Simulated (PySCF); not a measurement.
**CH4F2Si: a tour of settings**

Which settings matter for CH4F2Si (`FC(F)[SiH3]`), and how do bad ones show?

Computed with PySCF 2.14.0, with density-fitted response routines of our own, on a single molecule in the gas phase. Atoms are numbered from 0 throughout.

1 further run of the same task is left out (set aside as unsound or not needed).

### 1 The molecule as given

8 atoms, charge 0, multiplicity 1; geometry from: GFN2-xTB.

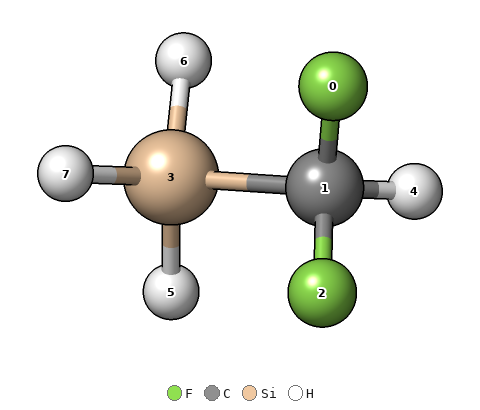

As it starts; fluorine green, carbon grey, silicon light orange, hydrogen white, atoms numbered.

### 2 Shielding tensors: OLYP/aug-pcSseg-1

Job settings and geometry (Å):

```
{"job": {"kind": "nmr", "xc": "OLYP", "basis": "aug-pcSseg-1", "pop": false}, "charge": 0, "multiplicity": 1}
F     -1.387802     1.036972    -0.762962
C     -0.936102     0.026119     0.032971
F     -1.435196    -1.124686    -0.501860
Si     1.000974    -0.014880     0.043547
H     -1.421545     0.154788     1.011066
H      1.358338    -1.149030     0.891068
H      1.412349     1.269425     0.603628
H      1.418040    -0.189295    -1.342024
```

With the program's defaults for keys left out, this is: GIAO OLYP/aug-pcSseg-1 NMR shielding, non-relativistic, gas phase.

Command:

```
> OMP_NUM_THREADS=1 python probes_run.py task.json out
```

This one command runs all jobs of the session in turn.

Standard output:

```text
coarse grid: 7368 points
cycle   1  E = -529.4774722585  dE =  2.324e-01  |g| = 6.417e-01  |ddm| = 2.731e+00
cycle   2  E = -529.2861019331  dE =  1.914e-01  |g| = 1.287e+00  |ddm| = 1.181e+00
cycle   3  E = -529.5404633053  dE = -2.544e-01  |g| = 5.813e-02  |ddm| = 8.184e-01
cycle   4  E = -529.5412004113  dE = -7.371e-04  |g| = 1.818e-02  |ddm| = 8.195e-02
cycle   5  E = -529.5412728829  dE = -7.247e-05  |g| = 8.309e-03  |ddm| = 2.961e-02
cycle   6  E = -529.5412897067  dE = -1.682e-05  |g| = 9.709e-04  |ddm| = 1.097e-02
cycle   7  E = -529.5412899519  dE = -2.452e-07  |g| = 2.643e-04  |ddm| = 2.124e-03
final grid: 67832 points
cycle   8  E = -529.5831131037  dE = -5.912e-05  |g| = 1.876e-02  |ddm| = 8.180e-02
cycle   9  E = -529.5830255406  dE =  8.756e-05  |g| = 2.993e-02  |ddm| = 3.295e-02
cycle  10  E = -529.5831582233  dE = -1.327e-04  |g| = 3.507e-03  |ddm| = 2.206e-02
cycle  11  E = -529.5831600506  dE = -1.827e-06  |g| = 9.737e-04  |ddm| = 3.127e-03
cycle  12  E = -529.5831602886  dE = -2.380e-07  |g| = 1.299e-04  |ddm| = 1.207e-03
cycle  13  E = -529.5831602916  dE = -2.967e-09  |g| = 5.530e-05  |ddm| = 1.821e-04
cycle  14  E = -529.5831602920  dE = -4.526e-10  |g| = 1.429e-05  |ddm| = 4.530e-05
converged SCF energy = -529.5831602920

GIAO shielding tensors (ppm)
atom      isotropic    diamagn.    paramagn.     s11        s22        s33       span
  0 F      297.225     480.840    -183.615    165.016    296.603    430.057    265.041
  1 C       54.668     227.977    -173.309     32.281     60.081     71.642     39.361
  2 F      297.210     480.833    -183.623    164.902    296.596    430.131    265.229
  3 Si     421.343     877.113    -455.771    402.278    414.466    447.285     45.007
  4 H       24.746      25.144      -0.399     22.731     24.945     26.563      3.832
  5 H       27.802      26.470       1.332     25.053     26.018     32.336      7.283
  6 H       27.801      26.467       1.334     25.054     26.014     32.336      7.283
  7 H       27.837      26.563       1.274     25.265     26.327     31.919      6.654
```

It took 32 s on 1 thread, shared host.

The references, computed at this level on geometries of the same kind, shield at (ppm): 1H TMS 31.72, 13C TMS 184.0, 29Si TMS 344.4, 19F CFCl3 143.8. Their shielding less the atom's gives the shift. The references are single molecules in the gas phase, so shifts against H2O, NH3, PH3, H3PO4 or CFCl3 are not on the usual liquid scales and can be off by tens of ppm. Atoms listed in one row are averaged.

```csv
atoms,environment,σ (ppm),δ (ppm)
C1,sp3 CH bonded to 2 F and Si,54.7,129.3
H4,hydrogen on an sp3 CH bonded to 2 F and Si,24.75,6.97
"H5, H6, H7",hydrogen on a silicon bonded to C,27.81,3.90
"F0, F2",fluorine of a CF2 group,297.2,-153.4
Si3,"silicon bonded to C, 3 H",421.3,-76.9
```

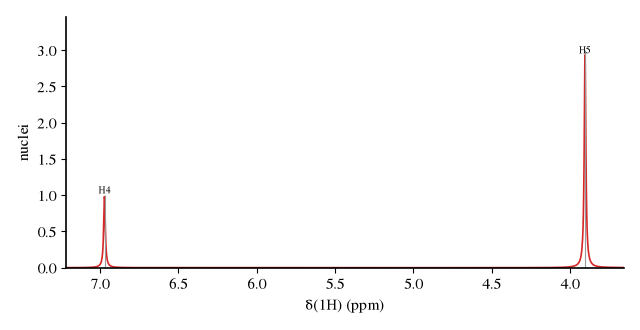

1H lines at the computed shifts, without couplings. Lines are broadened to a width of 0.01 ppm (Lorentzian).

### 3 Nuclear shieldings: KT3/pcSseg-1

The job, as its differences from that of step 2:

```diff
@@ -1,2 +1,2 @@
-{"job": {"kind": "nmr", "xc": "OLYP", "basis": "aug-pcSseg-1", "pop": false}, "charge": 0, "multiplicity": 1}
+{"job": {"kind": "nmr", "xc": "KT3", "basis": "pcSseg-1", "pop": false, "scf": {"aux": "def2-qzvpp-jkfit", "conv": 1e-08}}, "charge": 0, "multiplicity": 1}
 F     -1.387802     1.036972    -0.762962
```

Method: GIAO KT3/pcSseg-1 NMR shielding, non-relativistic, gas phase.

Standard output:

```text
final grid: 67832 points
cycle   1  E = -534.8182444817  dE =  2.609e-01  |g| = 7.772e-01  |ddm| = 2.360e+00
cycle   2  E = -534.5938294771  dE =  2.244e-01  |g| = 1.427e+00  |ddm| = 1.271e+00
cycle   3  E = -534.9072041308  dE = -3.134e-01  |g| = 7.687e-02  |ddm| = 8.936e-01
cycle   4  E = -534.9084024038  dE = -1.198e-03  |g| = 3.389e-02  |ddm| = 9.002e-02
cycle   5  E = -534.9086922318  dE = -2.898e-04  |g| = 8.091e-03  |ddm| = 3.965e-02
cycle   6  E = -534.9087072558  dE = -1.502e-05  |g| = 1.279e-03  |ddm| = 9.550e-03
cycle   7  E = -534.9087076972  dE = -4.414e-07  |g| = 2.149e-04  |ddm| = 1.781e-03
cycle   8  E = -534.9087077072  dE = -1.003e-08  |g| = 4.505e-05  |ddm| = 2.548e-04
cycle   9  E = -534.9087077074  dE = -2.165e-10  |g| = 3.312e-05  |ddm| = 5.473e-05
converged SCF energy = -534.9087077074

GIAO shielding tensors (ppm)
atom      isotropic    diamagn.    paramagn.     s11        s22        s33       span
  0 F      295.081     473.968    -178.887    166.283    299.214    419.746    253.463
  1 C       59.393     243.759    -184.366     36.600     64.134     77.446     40.846
  2 F      295.062     473.974    -178.913    166.194    299.198    419.794    253.600
  3 Si     439.170     881.290    -442.120    422.640    430.900    463.969     41.329
  4 H       24.982      28.780      -3.798     22.818     24.900     27.229      4.411
  5 H       28.028      28.994      -0.966     25.163     26.235     32.687      7.525
  6 H       28.028      28.991      -0.963     25.164     26.231     32.687      7.523
  7 H       27.972      28.936      -0.964     25.192     26.484     32.242      7.050
```

Run time: 14 s. Hardware: 1 thread, shared host.

Key values: δ C1 125.3, F0 -152.7, Si3 -77.5, H4 6.78, H5 3.75 ppm (means over like atoms).

### 4 Shielding tensors: BLYP/pcSseg-1

The job, as its differences from that of step 3:

```diff
@@ -1,2 +1,2 @@
-{"job": {"kind": "nmr", "xc": "KT3", "basis": "pcSseg-1", "pop": false, "scf": {"aux": "def2-qzvpp-jkfit", "conv": 1e-08}}, "charge": 0, "multiplicity": 1}
+{"job": {"kind": "nmr", "xc": "BLYP", "basis": "pcSseg-1", "pop": false, "scf": {"guess": "atom"}, "grid": 1}, "charge": 0, "multiplicity": 1}
 F     -1.387802     1.036972    -0.762962
```

With the program's defaults for keys left out, this is: GIAO BLYP/pcSseg-1 NMR shielding, non-relativistic, gas phase.

Standard output:

```text
final grid: 32080 points
cycle   1  E = -529.5118270764  dE =  4.981e-01  |g| = 6.920e-01  |ddm| = 2.588e+00
cycle   2  E = -529.4381717280  dE =  7.366e-02  |g| = 9.827e-01  |ddm| = 1.406e+00
cycle   3  E = -529.5994599822  dE = -1.613e-01  |g| = 1.185e-01  |ddm| = 9.460e-01
cycle   4  E = -529.6019352302  dE = -2.475e-03  |g| = 5.001e-02  |ddm| = 1.210e-01
cycle   5  E = -529.6024300713  dE = -4.948e-04  |g| = 1.021e-02  |ddm| = 4.173e-02
cycle   6  E = -529.6024552815  dE = -2.521e-05  |g| = 2.656e-03  |ddm| = 1.280e-02
cycle   7  E = -529.6024567516  dE = -1.470e-06  |g| = 2.572e-04  |ddm| = 2.840e-03
cycle   8  E = -529.6024567649  dE = -1.332e-08  |g| = 5.582e-05  |ddm| = 2.984e-04
cycle   9  E = -529.6024567658  dE = -9.154e-10  |g| = 1.496e-05  |ddm| = 9.509e-05
converged SCF energy = -529.6024567658

GIAO shielding tensors (ppm)
atom      isotropic    diamagn.    paramagn.     s11        s22        s33       span
  0 F      291.050     473.612    -182.562    160.488    289.122    423.539    263.051
  1 C       43.841     242.368    -198.527     19.756     49.324     62.443     42.687
  2 F      291.018     473.616    -182.598    160.392    289.107    423.557    263.165
  3 Si     402.612     879.624    -477.012    384.051    392.929    430.857     46.806
  4 H       24.897      28.626      -3.729     22.703     25.046     26.943      4.241
  5 H       27.981      29.018      -1.037     25.133     26.219     32.591      7.458
  6 H       27.980      29.014      -1.035     25.134     26.214     32.591      7.457
  7 H       27.948      28.982      -1.034     25.226     26.489     32.128      6.902
```

Wall time 11 s (1 thread, shared host).

This run: δ C1 134.2, F0 -152.6, Si3 -83.6, H4 6.90, H5 3.83 ppm (means over like atoms).

### 5 NMR shieldings: LDA/pcSseg-0

The job, as its differences from that of step 4:

```diff
@@ -1,2 +1,2 @@
-{"job": {"kind": "nmr", "xc": "BLYP", "basis": "pcSseg-1", "pop": false, "scf": {"guess": "atom"}, "grid": 1}, "charge": 0, "multiplicity": 1}
+{"job": {"kind": "nmr", "xc": "LDA", "basis": "pcSseg-0", "pop": true, "scf": {"max_cycle": 1, "level_shift": 0.9}}, "charge": 0, "multiplicity": 1}
 F     -1.387802     1.036972    -0.762962
```

With the program's defaults for keys left out, this is: GIAO LDA/pcSseg-0 NMR shielding, non-relativistic, gas phase.

Standard output:

```text
final grid: 67832 points
cycle   1  E = -525.7800584705  dE =  3.778e-01  |g| = 9.080e-01  |ddm| = 2.538e+00
SCF not converged, last energy = -525.7800584705
```

Wall time 1.5 s (1 thread, shared host).

**What went wrong.** The cap of 1 cycle ended the SCF at a gradient of 9.1e-01. The remedy is to raise the cap. Numbers printed on the way are no properties of the molecule.

### 6 Comparing the runs: NMR shifts

Shifts (ppm), means over like atoms, with basis size and wall time:

```csv
run,C1,H4,H5,F0,Si3,functions,time
OLYP/aug-pcSseg-1,129.3,6.97,3.90,-153.4,-76.9,147,32 s
KT3/pcSseg-1,125.3,6.78,3.75,-152.7,-77.5,95,14 s
BLYP/pcSseg-1,134.2,6.90,3.83,-152.6,-83.6,95,11 s
```

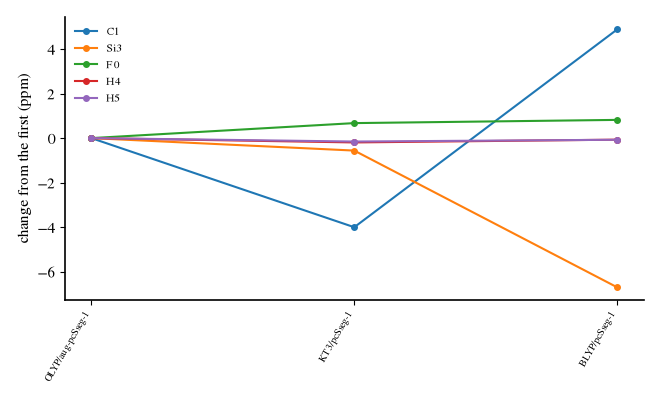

How the tabulated atoms move from run to run.

### 7 What came out

| quantity | value |
| --- | --- |
| 13C shifts against TMS (OLYP/aug-pcSseg-1) | 129.3 ppm |
| 1H shifts against TMS (OLYP/aug-pcSseg-1, means over atoms taken as alike) | 6.97, 3.90 ppm |
| 19F shifts against CFCl3 (OLYP/aug-pcSseg-1, means over atoms taken as alike) | -153.4 ppm |
| 29Si shifts against TMS (OLYP/aug-pcSseg-1) | -76.9 ppm |
| range of the shift of C1 | 125.3 to 134.2 ppm |
| property runs in this session | 4, of which 1 failed and 0 gave unsound results |

Single values in the summary come from the first run of each kind that ended normally (OLYP/aug-pcSseg-1), which need not be the best level. At OLYP/aug-pcSseg-1: The largest span, 265 ppm, is at F0, F2, where the paramagnetic term is -184 ppm. In ppm, C1 moves most: its shift spreads over 8.9 ppm, from 125.3 (KT3/pcSseg-1) to 134.2 (BLYP/pcSseg-1).
